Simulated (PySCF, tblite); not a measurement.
# C₄H₆N₂SSi: geometry, infrared bands and NMR shifts

Wanted: the infrared bands and NMR shifts of C₄H₆N₂SSi (`C=Cc1nnsc1[SiH3]`), by calculation.

Computed with tblite 0.8.0 and PySCF 2.14.0, with density-fitted response routines of our own, on a single molecule in the gas phase. Atoms count from 0, in the outputs and in this text.

## 1. Starting geometry

14 atoms, charge 0, multiplicity 1; geometry from: force field or distance geometry start.

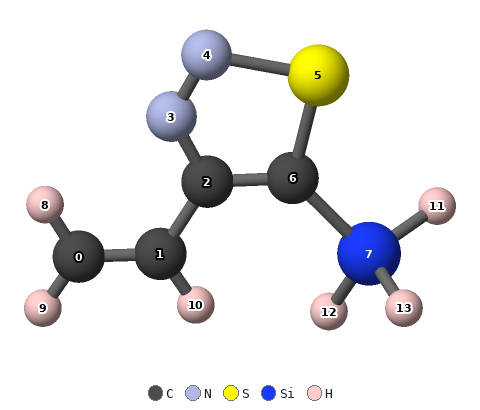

As it starts; carbon dark grey, nitrogen light blue, sulfur yellow, silicon blue, hydrogen pink, atoms numbered.

## 2. Relaxing the molecule with GFN2-xTB

The job: settings as JSON, then the geometry in Å.

```
{"job": {"kind": "relax", "xc": "GFN2-xTB", "basis": "xTB"}, "charge": 0, "multiplicity": 1}
C     -2.153800    -1.372200     0.017300
C     -0.910800    -0.976500     0.024800
C     -0.562900     0.462600    -0.055000
N     -1.450400     1.409700    -0.165600
N     -1.231700     2.616500    -0.229800
S      0.596600     2.748100    -0.184600
C      0.729600     0.890500    -0.046500
Si     2.294900    -0.062100     0.085600
H     -2.942100    -0.631700    -0.062000
H     -2.443000    -2.400000     0.087300
H     -0.106000    -1.686600     0.112200
H      3.284300     0.587600    -0.778500
H      2.079800    -1.471100    -0.289900
H      2.814800    -0.115300     1.462500
```

Run with:

```console
> OMP_NUM_THREADS=1 python probes_run.py task.json out
```

One launch serves the whole session: the jobs run in the order shown.

The log of the run:

```text
step      E/eV     max force
  0    -608.40144    3.745
  1    -608.82449    2.095
  2    -608.98541    1.198
  3    -609.03164    0.695
  4    -609.05212    0.477
  5    -609.06231    0.351
  6    -609.07213    0.438
  7    -609.08291    0.359
  8    -609.09371    0.358
  9    -609.09960    0.199
 10    -609.10393    0.188
 11    -609.10832    0.206
 12    -609.11275    0.232
 13    -609.11574    0.139
 14    -609.11737    0.112
 15    -609.11866    0.093
 16    -609.12017    0.129
 17    -609.12159    0.125
 18    -609.12263    0.083
 19    -609.12345    0.081
 20    -609.12436    0.091
 21    -609.12536    0.094
 22    -609.12621    0.088
 23    -609.12681    0.069
 24    -609.12726    0.074
 25    -609.12767    0.067
 26    -609.12805    0.064
 27    -609.12840    0.065
 28    -609.12875    0.057
 29    -609.12906    0.058
 30    -609.12925    0.042
 31    -609.12936    0.025
 32    -609.12946    0.032
 33    -609.12962    0.040
 34    -609.12983    0.046
 35    -609.13004    0.044
 36    -609.13019    0.031
 37    -609.13029    0.031
 38    -609.13038    0.032
 39    -609.13044    0.018
 40    -609.13048    0.017
 41    -609.13051    0.018
 42    -609.13056    0.028
 43    -609.13063    0.032
 44    -609.13068    0.022
 45    -609.13071    0.010
 46    -609.13072    0.010
```

Wall time 0.28 s (1 thread of AMD EPYC 9R14, shared host).

Step by step: (not every step is listed)

```tsv
step	energy from step 0 (eV)	largest force (eV/Å)
0	0.0000	3.7451
1	-0.4230	2.0951
2	-0.5840	1.1983
3	-0.6302	0.6946
4	-0.6507	0.4765
5	-0.6609	0.3514
6	-0.6707	0.4384
7	-0.6815	0.3585
8	-0.6923	0.3577
11	-0.7069	0.2059
14	-0.7159	0.1122
17	-0.7201	0.1252
20	-0.7229	0.0905
23	-0.7254	0.0694
26	-0.7266	0.0644
29	-0.7276	0.0583
32	-0.7280	0.0316
35	-0.7286	0.0443
38	-0.7289	0.0316
41	-0.7291	0.0181
42	-0.7291	0.0282
43	-0.7292	0.0324
44	-0.7292	0.0224
45	-0.7293	0.0104
46	-0.7293	0.0100
```

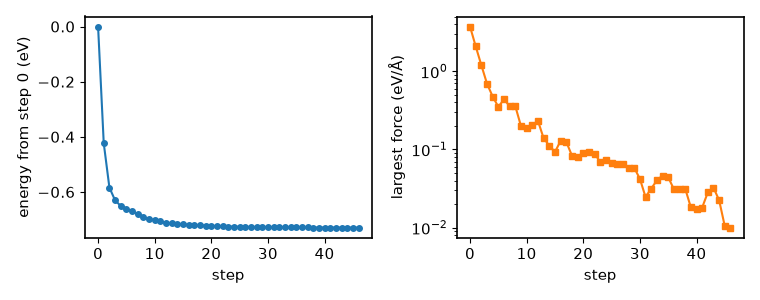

Energy and largest force along the relaxation.

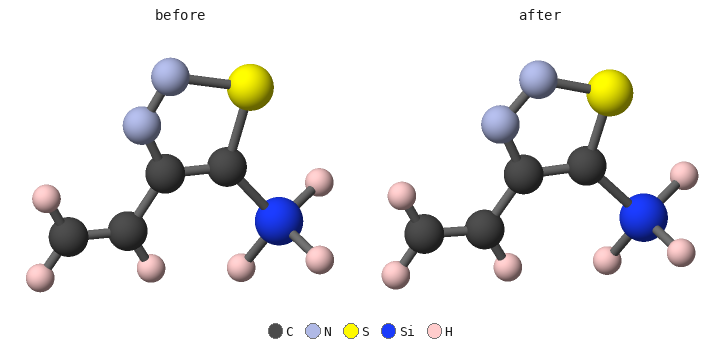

Before and after, at one scale.

Distances of close pairs at the start and the end, largest changes first:

```tsv
bond	before (Å)	after (Å)	change (Å)
N4–S5	1.834	1.667	-0.167
S5–C6	1.867	1.715	-0.152
C2–N3	1.303	1.351	+0.049
C6–Si7	1.837	1.876	+0.039
C1–C2	1.483	1.447	-0.036
C2–C6	1.362	1.390	+0.028
C0–C1	1.304	1.328	+0.023
N3–N4	1.228	1.249	+0.021
```

The next job starts from the end point, and lists it.

## 3. Infrared spectrum with GFN2-xTB

The job: settings as JSON, then the geometry in Å.

```
{"job": {"kind": "ir", "xc": "GFN2-xTB", "basis": "xTB"}, "charge": 0, "multiplicity": 1}
C     -2.261746    -1.366032     0.023056
C     -0.988834    -0.989901     0.047475
C     -0.576753     0.393476    -0.050305
N     -1.485757     1.388255    -0.151062
N     -1.015597     2.543192    -0.224641
S      0.650230     2.571817    -0.182624
C      0.731387     0.863331    -0.053684
Si     2.385218    -0.013206     0.076695
H     -3.048406    -0.636797    -0.068242
H     -2.549924    -2.400467     0.093774
H     -0.186523    -1.708329     0.143919
H      3.334966     0.721836    -0.756219
H      2.225140    -1.384361    -0.404169
H      2.785921     0.016712     1.483862
```

The log of the run:

```text
mode    cm-1     km/mol
  1     -38.7      0.11
  2      85.6      0.58
  3     127.0      1.70
  4     147.1      0.15
  5     209.7      0.65
  6     239.5      0.20
  7     390.4      9.15
  8     441.8     13.95
  9     462.7      1.71
 10     544.1     45.62
 11     572.7     84.18
 12     587.2      0.38
 13     631.7     12.48
 14     646.1     14.10
 15     727.5      4.77
 16     761.7    146.44
 17     772.3    184.34
 18     788.6    351.34
 19     810.9    124.34
 20     894.8     10.42
 21     935.7     52.60
 22    1008.0     19.90
 23    1023.8     20.71
 24    1080.8      6.53
 25    1275.0      2.96
 26    1318.4      2.33
 27    1370.6      9.53
 28    1422.7     95.60
 29    1460.0     73.60
 30    1666.2      0.10
 31    2272.4    237.26
 32    2283.3    271.51
 33    2289.7    238.88
 34    3069.1     26.40
 35    3111.3      6.91
 36    3144.9     29.01
```

Run time: 0.44 s. Hardware: 1 thread of AMD EPYC 9R14, shared host.

The strongest bands and the atoms that carry them (share of the mass-weighted mode):

```tsv
cm⁻¹	km/mol	atoms
762	146.4	H13 54 %, H12 35 %
772	184.3	H11 50 %, H13 25 %, H12 20 %
789	351.3	H11 33 %, H12 30 %, H13 11 %
811	124.3	N4 36 %, N3 16 %
1423	95.6	N4 37 %, N3 32 %
2272	237.3	H13 96 %
2283	271.5	H12 95 %
2290	238.9	H11 97 %
```

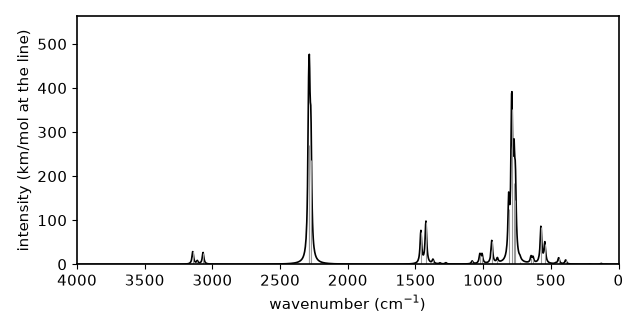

The infrared spectrum from these modes, unscaled. Lines are broadened to a width of 14 cm⁻¹ (Lorentzian).

## 4. Nuclear shieldings: PBE0/pcSseg-1

Same as in step 3 but for these lines:

```diff
@@ -1,2 +1,2 @@
-{"job": {"kind": "ir", "xc": "GFN2-xTB", "basis": "xTB"}, "charge": 0, "multiplicity": 1}
+{"job": {"kind": "nmr", "xc": "PBE0", "basis": "pcSseg-1"}, "charge": 0, "multiplicity": 1}
 C     -2.261746    -1.366032     0.023056
```

With the program's defaults for keys left out, this is: GIAO PBE0/pcSseg-1 NMR shielding, non-relativistic, gas phase.

The log of the run:

```text
coarse grid: 13440 points
cycle   1  E = -952.4454072462  dE =  1.358e+00  |g| = 3.696e-01  |ddm| = 3.921e+00
cycle   2  E = -952.4242491498  dE =  2.116e-02  |g| = 4.486e-01  |ddm| = 8.584e-01
cycle   3  E = -952.4730195102  dE = -4.877e-02  |g| = 1.586e-01  |ddm| = 6.412e-01
cycle   4  E = -952.4786395254  dE = -5.620e-03  |g| = 4.492e-02  |ddm| = 1.846e-01
cycle   5  E = -952.4790806275  dE = -4.411e-04  |g| = 1.439e-02  |ddm| = 6.464e-02
cycle   6  E = -952.4791254888  dE = -4.486e-05  |g| = 6.390e-03  |ddm| = 1.985e-02
cycle   7  E = -952.4791343291  dE = -8.840e-06  |g| = 2.116e-03  |ddm| = 7.299e-03
final grid: 122720 points
cycle   8  E = -952.5252678655  dE = -9.371e-06  |g| = 1.109e-02  |ddm| = 3.900e-02
cycle   9  E = -952.5251766913  dE =  9.117e-05  |g| = 2.152e-02  |ddm| = 3.418e-02
cycle  10  E = -952.5252965708  dE = -1.199e-04  |g| = 2.992e-03  |ddm| = 2.607e-02
cycle  11  E = -952.5252988458  dE = -2.275e-06  |g| = 4.491e-04  |ddm| = 3.607e-03
cycle  12  E = -952.5252988927  dE = -4.689e-08  |g| = 1.761e-04  |ddm| = 6.625e-04
cycle  13  E = -952.5252988993  dE = -6.599e-09  |g| = 7.194e-05  |ddm| = 2.044e-04
cycle  14  E = -952.5252989003  dE = -1.008e-09  |g| = 2.679e-05  |ddm| = 8.225e-05
cycle  15  E = -952.5252989005  dE = -1.774e-10  |g| = 6.630e-06  |ddm| = 3.473e-05
converged SCF energy = -952.5252989005

GIAO shielding tensors (ppm)
atom      isotropic    diamagn.    paramagn.     s11        s22        s33       span
  0 C       56.112     252.210    -196.098    -58.240     57.370    169.206    227.446
  1 C       54.124     255.053    -200.929    -63.091     67.116    158.347    221.438
  2 C       21.530     250.610    -229.080    -37.144     21.390     80.344    117.488
  3 N     -198.789     327.454    -526.243   -587.527   -185.555    176.714    764.241
  4 N     -210.059     321.669    -531.728   -574.270   -192.259    136.352    710.622
  5 S      -89.203    1057.670   -1146.873   -536.519    101.871    167.038    703.556
  6 C       40.571     263.514    -222.943    -44.913     12.289    154.338    199.251
  7 Si     437.087     880.570    -443.483    423.975    428.279    459.007     35.031
  8 H       24.009      30.520      -6.511     21.564     22.409     28.053      6.489
  9 H       25.471      28.698      -3.227     22.886     24.649     28.878      5.992
 10 H       24.431      33.109      -8.678     20.845     22.237     30.210      9.365
 11 H       26.940      28.453      -1.513     22.452     26.289     32.079      9.627
 12 H       26.997      29.328      -2.331     22.764     26.562     31.663      8.898
 13 H       27.044      28.533      -1.489     23.900     24.615     32.617      8.717
```

It took 19 s on 1 thread of AMD EPYC 9R14, shared host; peak memory 0.82 GiB.

Shifts follow as δ = σ(reference) − σ, with reference shieldings (ppm) from runs at the same level and on the same kind of geometry: 1H TMS 31.72, 13C TMS 186.9, 29Si TMS 349.2, 15N NH3 267.7, 33S CS2 504. The references are single molecules in the gas phase, so shifts against H2O, NH3, PH3, H3PO4 or CFCl3 are not on the usual liquid scales and can be off by tens of ppm. Atoms listed in one row are averaged.

```tsv
atoms	environment	σ (ppm)	δ (ppm)	δ scaled to CDCl3
C2	substituted aromatic carbon next to a ring nitrogen	21.5	165.4	159.5
C6	substituted aromatic carbon next to the ring sulfur	40.6	146.4	136.5
C1	alkene CH	54.1	132.8	127.7
C0	terminal =CH2 carbon	56.1	130.8	125.8
H8	hydrogen on a terminal =CH2 carbon	24.01	7.71	7.37
H10	hydrogen on an alkene CH	24.43	7.29	6.97
H9	hydrogen on a terminal =CH2 carbon	25.47	6.25	5.99
H11, H12, H13	hydrogen on a silicon bonded to C	26.99	4.72	–
N4	pyridine-type nitrogen of an azole	-210.1	477.8	–
N3	pyridine-type nitrogen of an azole	-198.8	466.5	–
S5	aromatic ring sulfur	-89	593	–
Si7	silicon bonded to C, 3 H	437.1	-87.9	–
```

The scaled column applies a straight-line fit of computed shieldings to shifts measured in CDCl3, with any fitted terms for Cl, Br or S neighbours (root-mean-square error 0.16 ppm for H, 1.9 ppm for C).

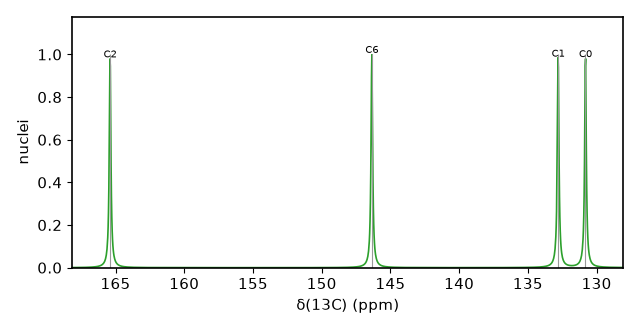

13C lines at the computed shifts, without couplings. Lines are broadened to a width of 0.14 ppm (Lorentzian).

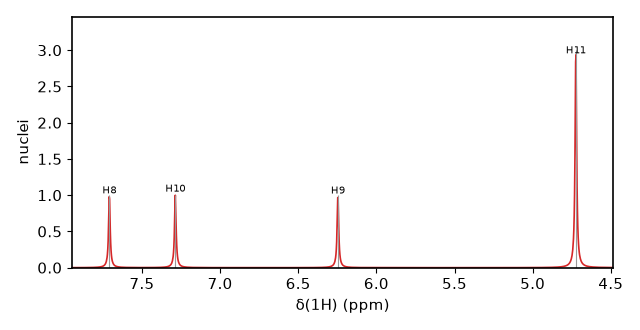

1H lines at the computed shifts, without couplings. Lines are broadened to a width of 0.01 ppm (Lorentzian).

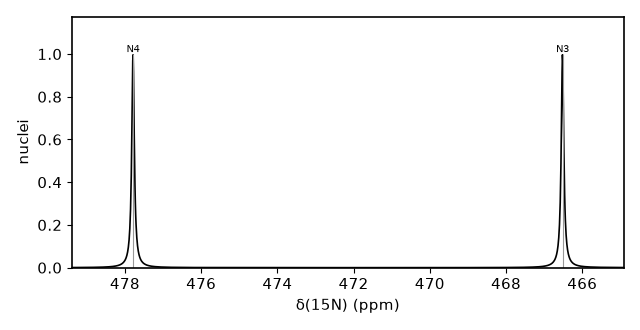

15N lines at the computed shifts, without couplings. Lines are broadened to a width of 0.08 ppm (Lorentzian).

Charges from the same density, by scheme (e):

```tsv
atoms	Mulliken	IAO	Hirshfeld	ESP fit
C0	-0.08	-0.28	-0.08	-0.09
C1	-0.23	-0.16	-0.05	-0.77
C2	0.28	0.07	0.02	0.95
N3	-0.24	-0.13	-0.08	-0.30
N4	-0.25	-0.28	-0.11	-0.22
S5	0.43	0.47	0.17	0.23
C6	-0.66	-0.47	-0.13	-0.51
Si7	0.61	0.62	0.31	0.36
```

IAO charges:

C0 -0.28; C1 -0.16; C2 0.07; N3 -0.13; N4 -0.28; S5 0.47; C6 -0.47; Si7 0.62; H8 0.17; H9 0.16; H10 0.15; H11 -0.11; H12 -0.11; H13 -0.11

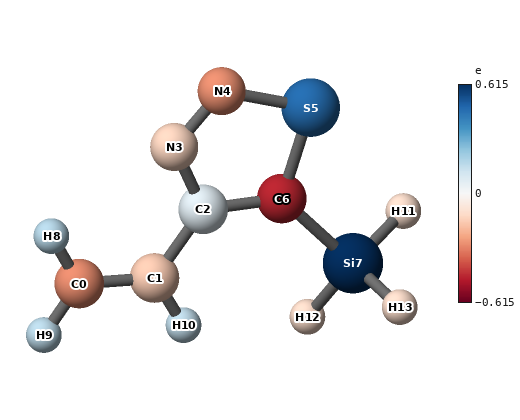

IAO charges, as colours on the atoms.

Mayer bond orders: C0–C1 1.94, C1–C2 1.07, C2–N3 1.25, N3–N4 1.58, N4–S5 1.12, S5–C6 1.26, C6–Si7 0.82, C6–C2 1.36.

Ring of atoms C2, N3, N4, S5, C6: NICS(0) -11.9, NICS(1) -13.3, NICS(1)zz -31.4 ppm (means of both faces).

## 5. Summary of results

| quantity | value |
| --- | --- |
| strongest single infrared mode (GFN2-xTB) | 789 cm⁻¹, 351 km/mol |
| zero-point energy (GFN2-xTB) | 55.1 kcal/mol |
| 13C shifts against TMS (PBE0/pcSseg-1) | 165.4, 146.4, 132.8, 130.8 ppm |
| 1H shifts against TMS (PBE0/pcSseg-1, means over atoms taken as alike) | 7.71, 7.29, 6.25, 4.72 ppm |
| 15N shifts against NH3 (PBE0/pcSseg-1) | 477.8, 466.5 ppm |
| 33S shifts against CS2 (PBE0/pcSseg-1) | 593 ppm |
| 29Si shifts against TMS (PBE0/pcSseg-1) | -87.9 ppm |

In words: The optimisation took 46 steps and gained 0.729 eV; among the close pairs (by a distance rule), N4–S5 changed most, from 1.834 to 1.667 Å. The lowest mode is imaginary (39i cm⁻¹), so the xTB geometry is not a minimum. The strongest single mode, at 789 cm⁻¹, is carried by H11, H12, H13. GFN2-xTB is a fitted tight-binding method: band positions and strengths are rough. Its intensities can rank the bands wrongly. At PBE0/pcSseg-1: The widest tensor belongs to N3: span 764 ppm, with a paramagnetic part of -526 ppm. NICS(1)zz of -31 ppm above the planar ring from C2 marks a diatropic (aromatic) ring current.
